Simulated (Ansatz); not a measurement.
# B$_{2}$SiH$_{5}$Br: geometry relaxation (part 2 of 2)

B$_{2}$SiH$_{5}$Br; RKS B3LYP-D4/def2-SVP (Ansatz 0.2.0). It belongs to a series of runs on one base structure; here: end point B relaxed.

Geometry of the input (Å):
```
B  -0.3295  1.0439  -1.1532
Si 0.5617  -0.3976  -0.3472
B  -0.0519  -0.5929  1.4782
Br 0.6488  -1.9248  2.6335
H  -1.0620  0.8959  -2.1258
H  -0.2811  2.1893  -0.7094
H  2.0382  -0.1281  -0.3708
H  0.3139  -1.6133  -1.0950
H  -0.9294  0.1796  1.9160
```

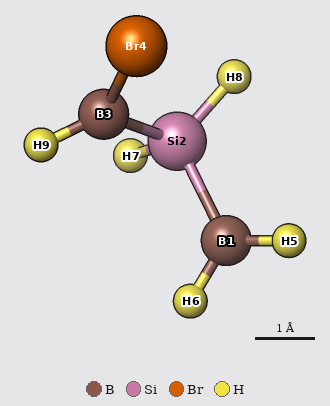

**Figure 1.** The geometry at step 21 of the log (ball-and-stick view, seen at an oblique angle; atoms are numbered from 1 in the order of the input).

### Trajectory as extended XYZ, continued
```
9
Properties=species:S:1:pos:R:3:forces:R:3 step=10 energy=-79346.95356
B    -0.4627    1.0522   -1.2709    0.0098  -0.0284   0.0102
Si    0.6477   -0.3687   -0.3747   -0.0263   0.0586   0.0452
B    -0.0126   -0.5613    1.5391    0.0409  -0.0256  -0.0574
Br    0.0264   -2.2634    2.4085   -0.0361   0.0211   0.0066
H    -1.3572    0.7988   -2.0394    0.0069  -0.0074  -0.0011
H    -0.2803    2.2106   -0.9837   -0.0059  -0.0106  -0.0015
H     2.0599    0.1166   -0.1990   -0.0061  -0.0117  -0.0231
H     0.6835   -1.6943   -1.0621    0.0110   0.0134  -0.0032
H    -0.3960    0.3616    2.2085    0.0059  -0.0094   0.0242
9
Properties=species:S:1:pos:R:3:forces:R:3 step=11 energy=-79346.96305
B    -0.4824    1.0227   -1.2542   -0.0268   0.0386  -0.0261
Si    0.6738   -0.3624   -0.3721    0.0572   0.0008  -0.0245
B     0.0194   -0.5534    1.5326   -0.0085   0.0057   0.0757
Br   -0.1683   -2.2638    2.3627   -0.0259   0.0019  -0.0079
H    -1.3548    0.7445   -2.0391    0.0031  -0.0049   0.0023
H    -0.3496    2.1824   -0.9469   -0.0088  -0.0071  -0.0034
H     2.0725    0.1671   -0.2131   -0.0160  -0.0049  -0.0195
H     0.7396   -1.6788   -1.0730    0.0113  -0.0056   0.0081
H    -0.2416    0.3937    2.2293    0.0145  -0.0245  -0.0049
9
Properties=species:S:1:pos:R:3:forces:R:3 step=12 energy=-79346.96513
B    -0.5018    0.9989   -1.2416   -0.0563   0.0446  -0.0354
Si    0.6994   -0.3556   -0.3695    0.1294  -0.0224  -0.0174
B     0.0554   -0.5465    1.5351   -0.1474  -0.1108   0.2815
Br   -0.3560   -2.2664    2.3100    0.0678   0.3561  -0.1400
H    -1.3558    0.6969   -2.0388    0.0161   0.0018   0.0134
H    -0.4130    2.1598   -0.9208   -0.0035  -0.0297  -0.0062
H     2.0838    0.2197   -0.2366   -0.0392  -0.0115  -0.0192
H     0.7955   -1.6719   -1.0675   -0.0045   0.0062  -0.0011
H    -0.0986    0.4173    2.2560    0.0377  -0.2344  -0.0756
9
Properties=species:S:1:pos:R:3:forces:R:3 step=13 energy=-79346.97029
B    -0.5005    1.0007   -1.2454   -0.0249   0.0134  -0.0193
Si    0.7000   -0.3537   -0.3676    0.0646   0.0101  -0.0135
B     0.0488   -0.5447    1.5387   -0.0427  -0.1111   0.1337
Br   -0.3435   -2.2593    2.3091    0.0165   0.1624  -0.0788
H    -1.3565    0.6985   -2.0393    0.0027  -0.0050   0.0036
H    -0.4067    2.1618   -0.9305   -0.0039  -0.0042   0.0001
H     2.0855    0.2182   -0.2437   -0.0274  -0.0076  -0.0042
H     0.7904   -1.6707   -1.0649   -0.0033   0.0006   0.0086
H    -0.1088    0.4013    2.2699    0.0186  -0.0586  -0.0304
9
Properties=species:S:1:pos:R:3:forces:R:3 step=14 energy=-79346.97702
B    -0.5159    0.9855   -1.2479   -0.0216  -0.0026   0.0195
Si    0.7181   -0.3376   -0.3588    0.0248   0.0008   0.0212
B     0.0781   -0.5487    1.5522   -0.0286   0.0266  -0.0061
Br   -0.4876   -2.2334    2.2520   -0.0086  -0.0051  -0.0146
H    -1.3568    0.6545   -2.0464    0.0087  -0.0117   0.0036
H    -0.4586    2.1512   -0.9412    0.0084  -0.0084   0.0020
H     2.0917    0.2609   -0.2530   -0.0063   0.0008  -0.0134
H     0.8213   -1.6562   -1.0509    0.0039   0.0003  -0.0079
H     0.0185    0.3760    2.3202    0.0194  -0.0007  -0.0042
9
Properties=species:S:1:pos:R:3:forces:R:3 step=15 energy=-79346.96969 accepted=F
B    -0.5467    0.9576   -1.2274    0.1240   0.0284  -0.1786
Si    0.7415   -0.3223   -0.3456   -0.0849   0.0286   0.0123
B     0.0836   -0.5413    1.5576    0.1687  -0.0095   0.2993
Br   -0.6657   -2.2033    2.1782    0.0533   0.3007  -0.0820
H    -1.3498    0.5933   -2.0524   -0.0279   0.0009   0.0945
H    -0.5108    2.1326   -0.9504   -0.0487  -0.0494   0.0536
H     2.0975    0.3185   -0.2697   -0.0320  -0.0041   0.0146
H     0.8679   -1.6359   -1.0443   -0.0062   0.0024   0.0069
H     0.1911    0.3529    2.3803   -0.1465  -0.2980  -0.2205
9
Properties=species:S:1:pos:R:3:forces:R:3 step=16 energy=-79346.98034
B    -0.5241    0.9705   -1.2371   -0.0128  -0.0006   0.0069
Si    0.7360   -0.3331   -0.3564    0.0191   0.0031   0.0068
B     0.0879   -0.5434    1.5509   -0.0093   0.0061  -0.0158
Br   -0.5734   -2.2089    2.2127   -0.0112   0.0051  -0.0070
H    -1.3643    0.6258   -2.0305    0.0027  -0.0092   0.0068
H    -0.4800    2.1370   -0.9320    0.0024  -0.0059   0.0021
H     2.1010    0.2850   -0.2664   -0.0007   0.0021  -0.0046
H     0.8492   -1.6509   -1.0488    0.0005   0.0003  -0.0018
H     0.0765    0.3699    2.3339    0.0091  -0.0009   0.0066
9
Properties=species:S:1:pos:R:3:forces:R:3 step=17 energy=-79346.98304
B    -0.5317    0.9561   -1.2268   -0.0022  -0.0040   0.0046
Si    0.7562   -0.3271   -0.3550    0.0042   0.0001  -0.0020
B     0.0981   -0.5387    1.5480   -0.0192  -0.0322   0.0097
Br   -0.6582   -2.1823    2.1726    0.0154   0.0682  -0.0243
H    -1.3750    0.5957   -2.0097    0.0009  -0.0067   0.0102
H    -0.4998    2.1240   -0.9258   -0.0018  -0.0035  -0.0004
H     2.1132    0.3085   -0.2783   -0.0014  -0.0008   0.0010
H     0.8757   -1.6453   -1.0458    0.0041   0.0029  -0.0009
H     0.1304    0.3610    2.3472    0.0000  -0.0240   0.0020
9
Properties=species:S:1:pos:R:3:forces:R:3 step=18 energy=-79346.98486
B    -0.5440    0.9354   -1.2120    0.0148  -0.0124  -0.0093
Si    0.7850   -0.3175   -0.3538   -0.0083   0.0109   0.0007
B     0.1148   -0.5318    1.5440   -0.0809  -0.1066   0.0856
Br   -0.7832   -2.1372    2.1082    0.1026   0.2172  -0.0595
H    -1.3954    0.5487   -1.9740    0.0057  -0.0018   0.0240
H    -0.5270    2.1073   -0.9251   -0.0061  -0.0096   0.0002
H     2.1311    0.3409   -0.2903   -0.0075  -0.0023   0.0012
H     0.9173   -1.6360   -1.0422    0.0008   0.0058   0.0003
H     0.2102    0.3423    2.3714   -0.0211  -0.1012  -0.0432
9
Properties=species:S:1:pos:R:3:forces:R:3 step=19 energy=-79346.98623
B    -0.5394    0.9320   -1.2171   -0.0575  -0.0291   0.0778
Si    0.7929   -0.3140   -0.3555    0.0065   0.0386  -0.0387
B     0.1120   -0.5276    1.5384   -0.0296  -0.0865   0.1026
Br   -0.8084   -2.1185    2.0929    0.0599   0.1454  -0.0532
H    -1.4066    0.5335   -1.9549    0.0292   0.0061  -0.0084
H    -0.5348    2.1029   -0.9257    0.0193  -0.0015  -0.0317
H     2.1379    0.3461   -0.2878   -0.0081  -0.0106   0.0063
H     0.9277   -1.6320   -1.0438    0.0033  -0.0015   0.0072
H     0.2275    0.3295    2.3798   -0.0230  -0.0609  -0.0618
9
Properties=species:S:1:pos:R:3:forces:R:3 step=20 energy=-79346.98870
B    -0.5454    0.9183   -1.1946   -0.0048  -0.0269   0.0097
Si    0.8156   -0.3121   -0.3593   -0.0136   0.0399  -0.0280
B     0.1131   -0.5182    1.5259    0.0296  -0.0588   0.0485
Br   -0.8550   -2.0846    2.0473    0.0011   0.0530  -0.0084
H    -1.4242    0.5073   -1.9110    0.0075   0.0038   0.0060
H    -0.5392    2.0920   -0.9163    0.0047   0.0043  -0.0145
H     2.1568    0.3540   -0.2964   -0.0082  -0.0042   0.0051
H     0.9502   -1.6334   -1.0423    0.0025   0.0098   0.0058
H     0.2369    0.3288    2.3730   -0.0188  -0.0209  -0.0242
9
Properties=species:S:1:pos:R:3:forces:R:3 step=21 energy=-79346.98836 accepted=F
B    -0.5545    0.8935   -1.1731   -0.0815  -0.0295   0.0190
Si    0.8529   -0.2990   -0.3626    0.0537  -0.0442   0.0124
B     0.1481   -0.5253    1.5187   -0.2178   0.0085  -0.0229
Br   -0.9845   -2.0062    1.9682    0.0914   0.0565  -0.0153
H    -1.4628    0.4491   -1.8354    0.0733   0.0229   0.0300
H    -0.5574    2.0729   -0.9204    0.0083   0.0052  -0.0300
H     2.1843    0.3841   -0.3054   -0.0058   0.0054  -0.0161
H     0.9990   -1.6199   -1.0437    0.0073   0.0097  -0.0134
H     0.2836    0.3028    2.3800    0.0710  -0.0345   0.0363
9
Properties=species:S:1:pos:R:3:forces:R:3 step=22 energy=-79346.99080
B    -0.5525    0.9063   -1.1851   -0.0115  -0.0070  -0.0213
Si    0.8317   -0.3031   -0.3591   -0.0038   0.0073  -0.0018
B     0.1257   -0.5223    1.5235   -0.0244  -0.0276   0.0472
Br   -0.9217   -2.0479    2.0133    0.0209   0.0417  -0.0202
H    -1.4423    0.4773   -1.8785    0.0212   0.0061   0.0261
H    -0.5462    2.0857   -0.9311   -0.0022  -0.0043  -0.0084
H     2.1672    0.3729   -0.2985   -0.0084   0.0006   0.0002
H     0.9744   -1.6223   -1.0438    0.0025   0.0032  -0.0012
H     0.2725    0.3055    2.3855    0.0056  -0.0201  -0.0206
9
Properties=species:S:1:pos:R:3:forces:R:3 step=23 energy=-79346.99214
B    -0.5579    0.8925   -1.1747   -0.0466  -0.0046  -0.0403
Si    0.8514   -0.2934   -0.3590   -0.0046  -0.0052   0.0032
B     0.1344   -0.5222    1.5184   -0.0528  -0.0293   0.0482
Br   -0.9947   -2.0041    1.9658    0.0462   0.0584  -0.0259
H    -1.4660    0.4401   -1.8316    0.0576   0.0226   0.0474
H    -0.5536    2.0778   -0.9476   -0.0043  -0.0160  -0.0120
H     2.1806    0.3930   -0.2996   -0.0060   0.0021  -0.0009
H     1.0021   -1.6116   -1.0439    0.0025  -0.0009  -0.0034
H     0.3125    0.2798    2.3986    0.0080  -0.0272  -0.0164
9
Properties=species:S:1:pos:R:3:forces:R:3 step=24 energy=-79346.99282
B    -0.5618    0.8838   -1.1696   -0.0708  -0.0076  -0.0483
Si    0.8628   -0.2859   -0.3578   -0.0037  -0.0019   0.0055
B     0.1404   -0.5224    1.5168   -0.0634  -0.0274   0.0534
Br   -1.0438   -1.9724    1.9307    0.0622   0.0716  -0.0228
H    -1.4818    0.4136   -1.7991    0.0810   0.0357   0.0574
H    -0.5588    2.0737   -0.9657   -0.0044  -0.0253  -0.0135
H     2.1876    0.4078   -0.2986   -0.0026   0.0015  -0.0030
H     1.0198   -1.6033   -1.0430    0.0013  -0.0035  -0.0029
H     0.3443    0.2571    2.4125    0.0005  -0.0432  -0.0258
9
Properties=species:S:1:pos:R:3:forces:R:3 step=25 energy=-79346.99359
B    -0.5652    0.8810   -1.1698   -0.0492  -0.0026  -0.0509
Si    0.8651   -0.2793   -0.3546   -0.0050   0.0094   0.0073
B     0.1427   -0.5234    1.5192   -0.0406  -0.0325   0.0513
Br   -1.0675   -1.9567    1.9125    0.0514   0.0645  -0.0161
H    -1.4886    0.3996   -1.7840    0.0609   0.0295   0.0486
H    -0.5602    2.0745   -0.9888   -0.0061  -0.0263  -0.0057
H     2.1879    0.4179   -0.2962   -0.0009   0.0002  -0.0034
H     1.0259   -1.5965   -1.0396   -0.0007  -0.0045  -0.0019
H     0.3685    0.2351    2.4277   -0.0099  -0.0377  -0.0292
9
Properties=species:S:1:pos:R:3:forces:R:3 step=26 energy=-79346.99247 accepted=F
B    -0.5629    0.8780   -1.1887   -0.1120  -0.0036   0.1498
Si    0.8687   -0.2617   -0.3461    0.0468   0.0228  -0.0455
B     0.1528   -0.5318    1.5278   -0.0488   0.0409   0.0574
Br   -1.1210   -1.9196    1.8731    0.0400   0.0363  -0.0009
H    -1.5068    0.3672   -1.7403    0.0442   0.0202  -0.0427
H    -0.5673    2.0765   -1.0423    0.0297  -0.0280  -0.0567
H     2.1883    0.4408   -0.2906    0.0111  -0.0097   0.0036
H     1.0375   -1.5788   -1.0306    0.0044  -0.0113   0.0009
H     0.4195    0.1815    2.4639   -0.0155  -0.0675  -0.0659
9
Properties=species:S:1:pos:R:3:forces:R:3 step=27 energy=-79346.99427
B    -0.5695    0.8804   -1.1720    0.0182   0.0214  -0.0420
Si    0.8645   -0.2704   -0.3495   -0.0010   0.0077   0.0162
B     0.1465   -0.5281    1.5248   -0.0066  -0.0008   0.0334
Br   -1.0857   -1.9437    1.8989    0.0130   0.0188  -0.0053
H    -1.4924    0.3879   -1.7717   -0.0040   0.0003   0.0191
H    -0.5603    2.0779   -1.0217   -0.0086  -0.0233   0.0096
H     2.1866    0.4281   -0.2938   -0.0018   0.0006  -0.0024
H     1.0277   -1.5877   -1.0347   -0.0024  -0.0025  -0.0035
H     0.3915    0.2077    2.4461   -0.0067  -0.0222  -0.0251
9
Properties=species:S:1:pos:R:3:forces:R:3 step=28 energy=-79346.99456
B    -0.5691    0.8783   -1.1772    0.0057   0.0181   0.0159
Si    0.8680   -0.2632   -0.3467   -0.0040   0.0105  -0.0111
B     0.1465   -0.5286    1.5257    0.0203  -0.0017   0.0338
Br   -1.1061   -1.9291    1.8840    0.0006   0.0116  -0.0053
H    -1.5005    0.3753   -1.7531   -0.0077  -0.0045  -0.0063
H    -0.5626    2.0772   -1.0406    0.0008  -0.0158  -0.0055
H     2.1894    0.4363   -0.2921   -0.0018  -0.0019   0.0039
H     1.0329   -1.5809   -1.0316    0.0006  -0.0033   0.0012
H     0.4102    0.1868    2.4578   -0.0145  -0.0130  -0.0266
9
Properties=species:S:1:pos:R:3:forces:R:3 step=29 energy=-79346.99462
B    -0.5710    0.8757   -1.1762   -0.0014   0.0189   0.0229
Si    0.8718   -0.2585   -0.3451    0.0090  -0.0042  -0.0025
B     0.1532   -0.5330    1.5276   -0.0162   0.0324   0.0221
Br   -1.1257   -1.9145    1.8687    0.0131   0.0082   0.0001
H    -1.5072    0.3644   -1.7374   -0.0027  -0.0018  -0.0066
H    -0.5641    2.0763   -1.0547    0.0017  -0.0197  -0.0069
H     2.1920    0.4430   -0.2912   -0.0008  -0.0009   0.0003
H     1.0386   -1.5760   -1.0303    0.0017  -0.0012  -0.0022
H     0.4213    0.1745    2.4648   -0.0044  -0.0317  -0.0271
9
Properties=species:S:1:pos:R:3:forces:R:3 step=30 energy=-79346.99469
B    -0.5711    0.8760   -1.1759    0.0056   0.0163   0.0139
Si    0.8712   -0.2591   -0.3453    0.0026   0.0008  -0.0036
B     0.1512   -0.5315    1.5270   -0.0001   0.0171   0.0203
Br   -1.1225   -1.9165    1.8710    0.0050   0.0059  -0.0009
H    -1.5062    0.3660   -1.7397   -0.0062  -0.0033  -0.0048
H    -0.5637    2.0763   -1.0533    0.0002  -0.0152  -0.0036
H     2.1917    0.4421   -0.2912   -0.0014  -0.0008   0.0011
H     1.0378   -1.5766   -1.0304    0.0010  -0.0011  -0.0006
H     0.4203    0.1753    2.4640   -0.0068  -0.0197  -0.0220
9
Properties=species:S:1:pos:R:3:forces:R:3 step=31 energy=-79346.99472
B    -0.5714    0.8755   -1.1752    0.0063   0.0105   0.0077
Si    0.8721   -0.2585   -0.3453   -0.0007   0.0015  -0.0036
B     0.1509   -0.5309    1.5266    0.0045   0.0080   0.0136
Br   -1.1246   -1.9144    1.8691    0.0014   0.0040  -0.0010
H    -1.5072    0.3646   -1.7372   -0.0045  -0.0025  -0.0022
H    -0.5638    2.0758   -1.0547   -0.0005  -0.0097  -0.0016
H     2.1923    0.4428   -0.2910   -0.0016  -0.0006   0.0011
H     1.0388   -1.5761   -1.0304    0.0007  -0.0004   0.0003
H     0.4216    0.1733    2.4644   -0.0057  -0.0107  -0.0143
```

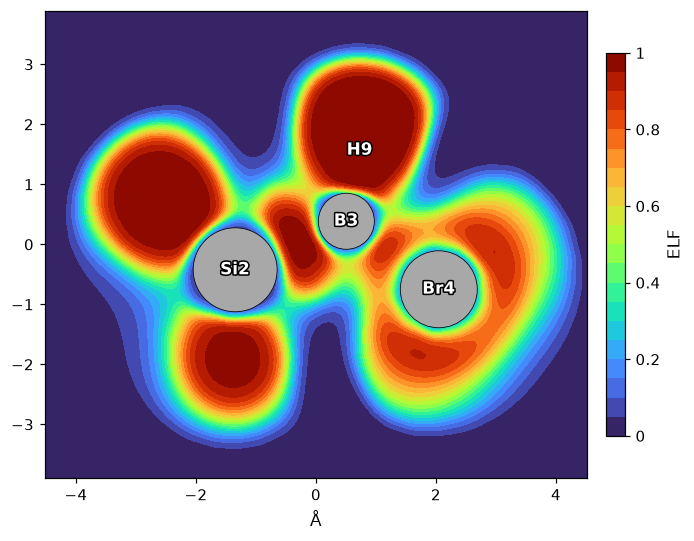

**Figure 2.** Electron localisation function on the plane of atoms Br4, B3 and H9. Grey discs, where drawn, cover atomic cores. The section cuts through Si, B, Br and H sites. B–Br (1.91 Å): the ELF peaks at about 0.90 between the atoms (a polar covalent bond). Si–B (2.02 Å): the ELF peaks at about 1 between the atoms, as expected for localised, shared-pair bonding. B–H (1.20 Å): the ELF climbs to about 1 towards the hydrogen, as it does in any bond to H (a covalent bond by its length).

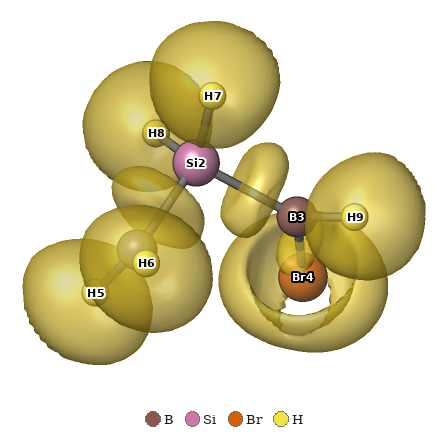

**Figure 3.** Isosurface of the ELF at 0.8 (yellow), seen at a tilt. Only the valence region is drawn (cores and ρ < 0.01 e/Å³ removed). Values along the shortest contacts: B–Br (1.91 Å): the ELF peaks at about 0.90 between the atoms (a polar covalent bond). Si–B (2.01 Å): the ELF peaks at about 1 between the atoms (a covalent bond).

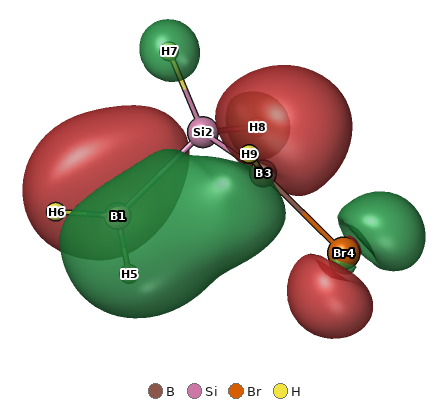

**Figure 4.** One frontier orbital at ±0.08 Å⁻³ᐟ² (green and red are the two phases), seen at a tilt. The LUMO, at −3.07 eV. By Hirshfeld shares it lies mainly on B1 (35 %), B3 (25 %), Si2 (15 %) and Br4 (10 %).
